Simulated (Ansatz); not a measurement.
# C₂H₃F+ (doublet): energies up the ladder

The task, for C₂H₃F+ (doublet): energies up the ladder. Charge +1. Spin multiplicity 2.

Method: the levels named in each step, in Ansatz 0.2.0.

### Step 1. Starting point

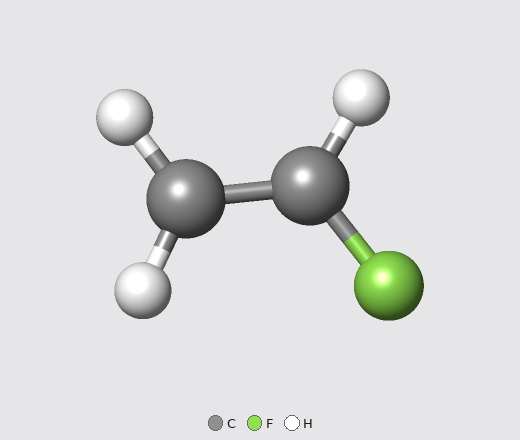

Start, viewed from a chosen angle; carbon grey, fluorine green, hydrogen white.

As a file:

```xyz
6

C    -1.2568    0.2306   -0.0575
C     0.0378    0.4584   -0.0721
F     0.9343   -0.5252    0.0988
H    -1.6503   -0.7591    0.0925
H    -1.9553    1.0332   -0.1967
H     0.5207    1.4144   -0.2152
```

### Step 2. A rough first relaxation, PBE-D4/def2-SVP

input.yaml reads:

```yaml
crystal:
  periodic: [false, false, false]
  atoms:
    - { symbol: C, position_ang: [-1.25677, 0.23064, -0.05748] }
    - { symbol: C, position_ang: [0.03778, 0.45843, -0.07205] }
    - { symbol: F, position_ang: [0.93431, -0.52522, 0.09883] }
    - { symbol: H, position_ang: [-1.65027, -0.75906, 0.09255] }
    - { symbol: H, position_ang: [-1.95535, 1.03322, -0.19666] }
    - { symbol: H, position_ang: [0.52067, 1.41443, -0.21524] }
magnetization:
  spin_polarized: true
  initial_magnetization: 1
total_charge: 1
basis:
  gaussian: { orbitals: def2-SVP }
hamiltonian:
  xc: pbe
  dispersion: d4
relax:
  f_tol: 0.03
  max_steps: 200
```

Launch:

```sh
> ansatz run input.yaml --threads 4 --pin off --max-ram 10240MiB --backend cpu --events-out ev --progress --plain --runs-dir out
```

Standard output (excerpt; [...] marks lines left out):

```text
Warning: RAYON_NUM_THREADS=4 ignored (pool sized by the plan → 4); use --threads N
[...]
Functional definition: PBE
[...]
638 factors; their error is unknown
[...]
mean field -4819.30603094 eV, -177.1062299939 hartree, gradient 2.1e-5 eV, S^2 0.751595; 0 other end points of the search recorded, 0 dependent functions left out
[...]
reference -4819.30605142 eV, -177.1062307466 hartree; 12, 11 occupied and 45, 46 virtual orbitals, 638 factors
relax step   1: F+E_penalty+E_count = -4819.35086521 eV  Δ(F+E_penalty+E_count) = +0.000e0 eV  max|allowed force component| = 6.663e0 eV/Å  Δτ_max = 0.0000 Å  (26 SCF iters, accepted)
[...]
relax step   4: F+E_penalty+E_count = -4819.75600829 eV  Δ(F+E_penalty+E_count) = -2.966e-3 eV  max|allowed force component| = 7.140e-2 eV/Å  Δτ_max = 0.0081 Å  (32 SCF iters, accepted)
[...]
relax step   5: F+E_penalty+E_count = -4819.75651978 eV  Δ(F+E_penalty+E_count) = -5.115e-4 eV  max|allowed force component| = 2.340e-2 eV/Å  Δτ_max = 0.0083 Å  (31 SCF iters, accepted)
638 factors; their error is unknown
mean field -4819.71190147 eV, -177.1211454611 hartree, gradient 1.1e-5 eV, S^2 0.751787; 1 other end points of the search recorded, 0 dependent functions left out
[...]
reference -4819.71192186 eV, -177.1211462103 hartree; 12, 11 occupied and 45, 46 virtual orbitals, 638 factors
Total energy: -4819.75654016 eV, -177.1227859027 hartree
Atom 0 at    -1.293737     0.213080    -0.055662 Å, force    -0.007831     0.009098    -0.002582 eV/Å
Atom 1 at     0.104830     0.459248    -0.071474 Å, force    -0.018841     0.017153     0.003675 eV/Å
Atom 2 at     0.911513    -0.515143     0.099822 Å, force     0.023405    -0.010938    -0.002013 eV/Å
Atom 3 at    -1.676931    -0.813165     0.097937 Å, force     0.000364    -0.007400     0.002817 eV/Å
Atom 4 at    -1.993331     1.056011    -0.197841 Å, force    -0.006038     0.001538    -0.002834 eV/Å
Atom 5 at     0.578025     1.452409    -0.222832 Å, force     0.008941    -0.009451     0.000937 eV/Å
Dipole moment:    -0.491217     0.376133    -0.069120 e Å
```

Wall time 2.1 s (4 threads of Intel Xeon Platinum 8488C (Sapphire Rapids), shared host); peak memory 0.13 GiB.

Relaxation path:

| step | E - E(step 1) (eV) | largest force component (eV/Å) |
| --- | --- | --- |
| 1 | 0.0000 | 6.6635 |
| 2 | -0.3444 | 2.5089 |
| 3 | -0.4022 | 0.3944 |
| 4 | -0.4051 | 0.0714 |
| 5 | -0.4057 | 0.0234 |

Step 1 is the start.

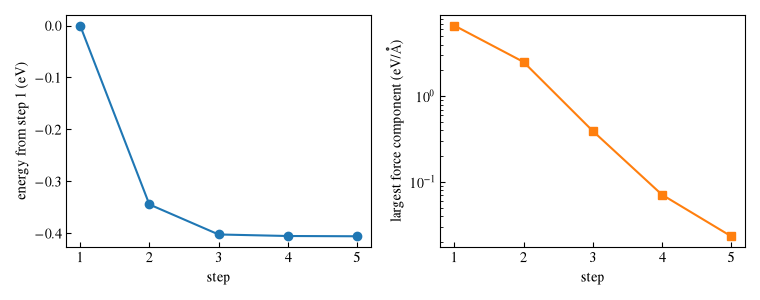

Energy and largest force along the relaxation.

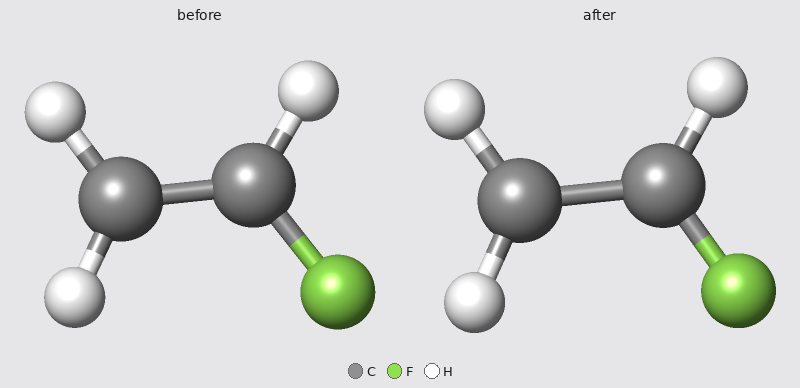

Before and after, at one scale.

Before: Bond lengths: C1–C2 1.315 Å, C2–F3 1.342 Å, C1–H4 1.076 Å, C1–H5 1.073 Å, C2–H6 1.081 Å. Angles: C1–C2–F3 122.0°, C1–C2–H6 126.5°, F3–C2–H6 111.5°, C2–C1–H4 121.4°, C2–C1–H5 120.7°, H4–C1–H5 117.9°.

After: Bond lengths: C1–C2 1.420 Å, C2–F3 1.277 Å, C1–H4 1.106 Å, C1–H5 1.105 Å, C2–H6 1.110 Å. Angles: C1–C2–F3 119.2°, C1–C2–H6 125.2°, F3–C2–H6 115.6°, C2–C1–H4 120.2°, C2–C1–H5 119.3°, H4–C1–H5 120.4°.

### Step 3. Relaxation, PBE0-D4/def2-TZVPP

input.yaml reads:

```yaml
crystal:
  periodic: [false, false, false]
  atoms:
    - { symbol: C, position_ang: [-1.29373659, 0.21307963, -0.05566215] }
    - { symbol: C, position_ang: [0.10482964, 0.45924759, -0.07147391] }
    - { symbol: F, position_ang: [0.91151323, -0.51514287, 0.09982204] }
    - { symbol: H, position_ang: [-1.67693061, -0.81316483, 0.09793677] }
    - { symbol: H, position_ang: [-1.99333102, 1.05601113, -0.19784067] }
    - { symbol: H, position_ang: [0.57802535, 1.45240934, -0.22283208] }
magnetization:
  spin_polarized: true
  initial_magnetization: 1
total_charge: 1
basis:
  gaussian: { orbitals: def2-TZVPP }
hamiltonian:
  xc: pbe0
  dispersion: d4
relax:
  f_tol: 0.002
  max_steps: 150
```

Launch:

```sh
> ansatz run input.yaml --threads 4 --pin off --max-ram 10240MiB --backend cpu --events-out ev --progress --plain --runs-dir out
```

Standard output (excerpt; [...] marks lines left out):

```text
Warning: RAYON_NUM_THREADS=4 ignored (pool sized by the plan → 4); use --threads N
[...]
Functional definition: PBE0
[...]
693 factors; their error is unknown
[...]
mean field -4825.55930911 eV, -177.3360337282 hartree, gradient 4.7e-5 eV, S^2 0.752888; 0 other end points of the search recorded, 0 dependent functions left out
[...]
reference -4825.55933123 eV, -177.3360345409 hartree; 12, 11 occupied and 123, 124 virtual orbitals, 693 factors
relax step   1: F+E_penalty+E_count = -4825.59571987 eV  Δ(F+E_penalty+E_count) = +0.000e0 eV  max|allowed force component| = 6.329e-1 eV/Å  Δτ_max = 0.0000 Å  (29 SCF iters, accepted)
[...]
relax step   4: F+E_penalty+E_count = -4825.62767132 eV  Δ(F+E_penalty+E_count) = -8.463e-4 eV  max|allowed force component| = 2.674e-3 eV/Å  Δτ_max = 0.0089 Å  (34 SCF iters, accepted)
[...]
relax step   5: F+E_penalty+E_count = -4825.62767171 eV  Δ(F+E_penalty+E_count) = -3.904e-7 eV  max|allowed force component| = 1.291e-3 eV/Å  Δτ_max = 0.0002 Å  (36 SCF iters, accepted)
693 factors; their error is unknown
[...]
mean field -4825.59116581 eV, -177.3372044402 hartree, gradient 9.3e-6 eV, S^2 0.752829; 1 other end points of the search recorded, 0 dependent functions left out
[...]
reference -4825.59118781 eV, -177.3372052487 hartree; 12, 11 occupied and 123, 124 virtual orbitals, 693 factors
Total energy: -4825.62769372 eV, -177.3385468161 hartree
Atom 0 at    -1.286805     0.215252    -0.055729 Å, force    -0.000155     0.000323    -0.000002 eV/Å
Atom 1 at     0.096224     0.459247    -0.071127 Å, force    -0.001291    -0.000255     0.000018 eV/Å
Atom 2 at     0.893756    -0.505372     0.095120 Å, force     0.001154    -0.000204     0.000042 eV/Å
Atom 3 at    -1.660141    -0.793588     0.097826 Å, force    -0.000037     0.000414    -0.000081 eV/Å
Atom 4 at    -1.973995     1.042735    -0.198371 Å, force     0.000126    -0.000279     0.000020 eV/Å
Atom 5 at     0.561332     1.434166    -0.217769 Å, force     0.000203     0.000001     0.000003 eV/Å
Dipole moment:    -0.512900     0.397614    -0.071622 e Å
```

It took 5.8 s on 4 threads of Intel Xeon Platinum 8488C (Sapphire Rapids), shared host; peak memory 0.24 GiB.

The steps of the relaxation:

```
step  energy from step 1 (eV)  largest force component (eV/Å)
   1                   0.0000                          0.6329
   2                  -0.0295                          0.2119
   3                  -0.0311                          0.1511
   4                  -0.0320                          0.0027
   5                  -0.0320                          0.0013
```

Step 1 is the start.

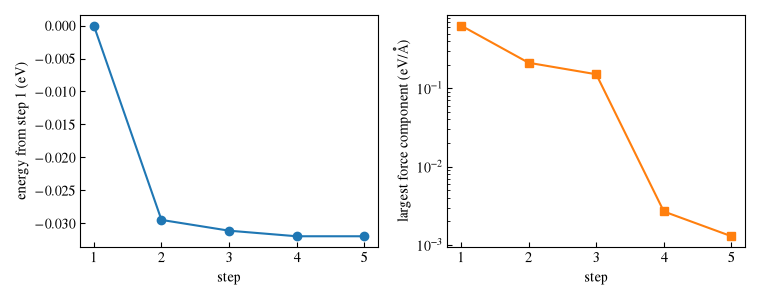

Energy and largest force along the relaxation.

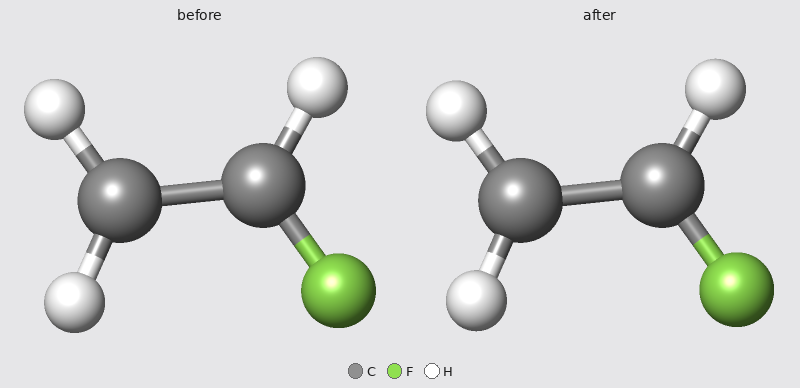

Before and after, at one scale. The change is too small to see at this scale.

Before: Bond lengths: C1–C2 1.420 Å, C2–F3 1.277 Å, C1–H4 1.106 Å, C1–H5 1.105 Å, C2–H6 1.110 Å. Angles: C1–C2–F3 119.2°, C1–C2–H6 125.2°, F3–C2–H6 115.6°, C2–C1–H4 120.2°, C2–C1–H5 119.3°, H4–C1–H5 120.4°.

After: Bond lengths: C1–C2 1.404 Å, C2–F3 1.263 Å, C1–H4 1.087 Å, C1–H5 1.085 Å, C2–H6 1.090 Å. Angles: C1–C2–F3 119.2°, C1–C2–H6 125.2°, F3–C2–H6 115.6°, C2–C1–H4 120.1°, C2–C1–H5 119.3°, H4–C1–H5 120.6°.

### Step 4. Frequencies, PBE0-D4/def2-TZVPP

input.yaml reads:

```yaml
crystal:
  periodic: [false, false, false]
  atoms:
    - { symbol: C, position_ang: [-1.28680538, 0.21525214, -0.05572909] }
    - { symbol: C, position_ang: [0.09622384, 0.45924709, -0.07112718] }
    - { symbol: F, position_ang: [0.89375574, -0.50537234, 0.09511963] }
    - { symbol: H, position_ang: [-1.66014128, -0.79358813, 0.09782642] }
    - { symbol: H, position_ang: [-1.97399532, 1.04273483, -0.19837087] }
    - { symbol: H, position_ang: [0.56133241, 1.4341664, -0.21776891] }
magnetization:
  spin_polarized: true
  initial_magnetization: 1
total_charge: 1
basis:
  gaussian: { orbitals: def2-TZVPP }
hamiltonian:
  xc: pbe0
  dispersion: d4
phonons: {}
```

Launch:

```sh
> ansatz run input.yaml --threads 4 --pin off --max-ram 10240MiB --backend cpu --events-out ev --progress --plain --runs-dir out
```

Standard output (excerpt; [...] marks lines left out):

```text
Warning: RAYON_NUM_THREADS=4 ignored (pool sized by the plan → 4); use --threads N
[...]
[... 1 set-up line as earlier in the session ...]
[...]
693 factors; their error is unknown
[...]
mean field -4825.59116578 eV, -177.3372044391 hartree, gradient 4.6e-5 eV, S^2 0.752829; 0 other end points of the search recorded, 0 dependent functions left out
[...]
reference -4825.59118778 eV, -177.3372052476 hartree; 12, 11 occupied and 123, 124 virtual orbitals, 693 factors
[...]
693 factors; their error is unknown
mean field -4825.59095568 eV, -177.3371967182 hartree, gradient 3.1e-6 eV, S^2 0.752835; 0 other end points of the search recorded, 0 dependent functions left out
[...]
reference -4825.59097768 eV, -177.3371975266 hartree; 12, 11 occupied and 123, 124 virtual orbitals, 693 factors
[...]
693 factors; their error is unknown
[...]
reference -4825.59117959 eV, -177.3372049468 hartree; 12, 11 occupied and 123, 124 virtual orbitals, 693 factors
Total energy: -4825.62769369 eV, -177.3385468150 hartree
Atom 0 at    -1.286805     0.215252    -0.055729 Å, force    -0.000156     0.000323    -0.000002 eV/Å
Atom 1 at     0.096224     0.459247    -0.071127 Å, force    -0.001293    -0.000255     0.000018 eV/Å
Atom 2 at     0.893756    -0.505372     0.095120 Å, force     0.001157    -0.000205     0.000042 eV/Å
Atom 3 at    -1.660141    -0.793588     0.097826 Å, force    -0.000037     0.000414    -0.000081 eV/Å
Atom 4 at    -1.973995     1.042735    -0.198371 Å, force     0.000126    -0.000278     0.000020 eV/Å
Atom 5 at     0.561332     1.434166    -0.217769 Å, force     0.000202     0.000001     0.000003 eV/Å
Dipole moment:    -0.512900     0.397614    -0.071622 e Å
Vibrations: 387.16 488.06 873.29 986.15 1021.35 1254.70 1339.27 1453.29 1598.22 3146.89 3181.13 3273.85 cm⁻¹, zero-point energy 1.178058 eV
```

Run time: 22 s. Hardware: 4 threads of Intel Xeon Platinum 8488C (Sapphire Rapids), shared host; peak memory 0.23 GiB.

Harmonic frequencies (cm⁻¹; negative: imaginary): 387, 488, 873, 986, 1021, 1255, 1339, 1453, 1598, 3147, 3181, 3274.

### Step 5. Single point, PBE-D4/def2-TZVPP

input.yaml: that of step 4 with these lines changed.

```diff
@@ -16,4 +16,3 @@
 hamiltonian:
-  xc: pbe0
+  xc: pbe
   dispersion: d4
-phonons: {}
```

Launch:

```sh
> ansatz run input.yaml --threads 4 --pin off --max-ram 10240MiB --backend cpu --events-out ev --progress --plain --runs-dir out
```

Standard output:

```text
Warning: RAYON_NUM_THREADS=4 ignored (pool sized by the plan → 4); use --threads N
Engine: ansatz 0.2.0, x86_64-unknown-linux-gnu
[... 1 set-up line as earlier in the session ...]
  parameter kappa = 0.804
  parameter beta = 0.06672455060314922
  exchange = pbe_x(kappa = kappa, mu = beta*pi^2/3)
  correlation = pbe_c(beta = beta)
693 factors; their error is unknown
mean field evaluation 1: about -4817.3116 eV, gradient 4.9e1 eV
mean field evaluation 2: about -4802.7280 eV, gradient 8.4e1 eV
mean field evaluation 4: about -4825.3458 eV, gradient 3.3e0 eV
mean field evaluation 8: about -4825.3705 eV, gradient 3.7e-1 eV
mean field evaluation 16: about -4825.3709 eV, gradient 4.6e-5 eV
mean field -4825.37089062 eV, -177.3291094765 hartree, gradient 4.6e-5 eV, S^2 0.752127; 0 other end points of the search recorded, 0 dependent functions left out
reference -4825.37091981 eV, -177.3291105493 hartree; 12, 11 occupied and 123, 124 virtual orbitals, 693 factors
Total energy: -4825.41568101 eV, -177.3307554927 hartree
```

It took 1.1 s on 4 threads of Intel Xeon Platinum 8488C (Sapphire Rapids), shared host; peak memory 0.15 GiB.

### Step 6. Single point, r2SCAN-D4/def2-TZVPP

input.yaml: that of step 5 with these lines changed.

```diff
@@ -16,3 +16,3 @@
 hamiltonian:
-  xc: pbe
+  xc: r2scan
   dispersion: d4
```

Launch:

```sh
> ansatz run input.yaml --threads 4 --pin off --max-ram 10240MiB --backend cpu --events-out ev --progress --plain --runs-dir out
```

Standard output:

```text
Warning: RAYON_NUM_THREADS=4 ignored (pool sized by the plan → 4); use --threads N
[... 1 set-up line as earlier in the session ...]
Functional definition: r2SCAN
  parameter k0 = 0.174
  parameter k1 = 0.065
  parameter a1 = 4.9479
  exchange = r2scan_x(k0 = k0, k1 = k1, a1 = a1)
  correlation = r2scan_c
693 factors; their error is unknown
mean field evaluation 1: about -4821.7938 eV, gradient 4.5e1 eV
mean field evaluation 2: about -4813.4549 eV, gradient 7.0e1 eV
mean field evaluation 4: about -4828.4296 eV, gradient 2.1e0 eV
mean field evaluation 8: about -4828.4302 eV, gradient 3.9e-1 eV
mean field evaluation 16: about -4828.4305 eV, gradient 1.5e-4 eV
mean field -4828.43051217 eV, -177.4415484944 hartree, gradient 3.3e-5 eV, S^2 0.754244; 0 other end points of the search recorded, 0 dependent functions left out
reference -4828.43052159 eV, -177.4415488407 hartree; 12, 11 occupied and 123, 124 virtual orbitals, 693 factors
Total energy: -4828.44097202 eV, -177.4419328868 hartree
```

Wall time 1.2 s (4 threads of Intel Xeon Platinum 8488C (Sapphire Rapids), shared host); peak memory 0.19 GiB.

(Part 1 of 2 ends here.)
